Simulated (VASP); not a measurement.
Band structure of WO (relaxed from the wurtzite structure, space group P6_3mc). Computed with r2SCAN meta-GGA, VASP's PBE PAW potentials (set 64) (plane waves; VASP).

Unless said otherwise, spin-orbit coupling is left out, though it shifts the bands of the heavy elements here.

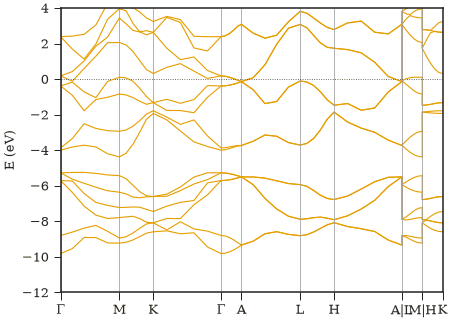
Figure. Bands along high-symmetry lines, zero at the valence-band maximum or, without a gap, the Fermi level

Read the plot: is there a gap, and where are the band edges?

It has no gap at this level: it comes out as a metal or semimetal.

The structure was generated: WO was put into the wurtzite type (P6_3mc), which need not be its known phase. It was relaxed first, which changed the volume by -36 %.
